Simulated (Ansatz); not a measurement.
A relaxed structure of AlAs. Space group F-43m (No. 216), zinc blende type. Method: PBEsol (plane waves to 420 eV, PAW, scalar-relativistic; Ansatz, an electronic-structure program).

```xyz
2
Lattice="0.0000 2.8372 2.8372 2.8372 0.0000 2.8372 2.8372 2.8372 0.0000" Properties=species:S:1:pos:R:3 pbc="T T T"
As     4.2558     4.2558     4.2558
Al     0.0000     0.0000     0.0000
```

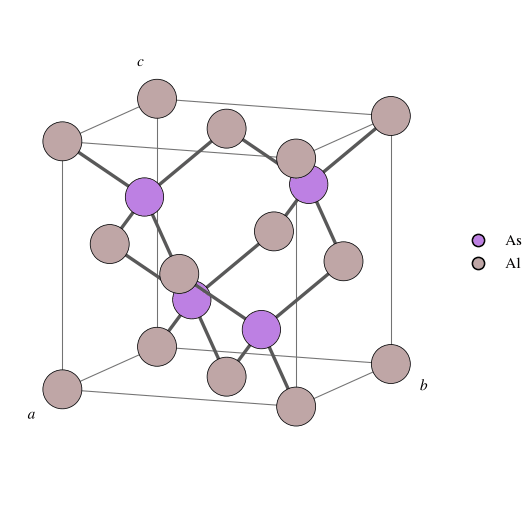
Fig. 1. The conventional cell of the relaxed structure

```yaml
volume_per_atom: 22.84 Å³
band_gap: 1.34 eV, indirect (valence top at Γ, conduction bottom at X) (no spin-orbit coupling)
smallest_direct_gap: 1.91 eV at Γ
shortest_distances: Al–As 2.46 Å
k-mesh: 10×10×10
```

No spin polarisation in the result.

Measured for AlAs: a 5.649 Å (static lattice; corrected from measurement; as listed in Daniel Mejia-Rodriguez, S. B. Trickey, Phys. Rev. B (2018)); gap 2.28 eV (static lattice; corrected from measurement; as listed in Wei Chen et al., Physical Review Materials (2018)). Computed minus measured — a: PBEsol +0.4 %; gap: PBEsol -0.94 eV. The computed values are for a static lattice, and a measured gap can be an optical one, lowered by exciton binding.

The run could not lose the symmetry of its start; a randomly shaken copy of 2 atoms returns to this structure.

All atoms sit on sites fixed by symmetry, so only the cell could relax.
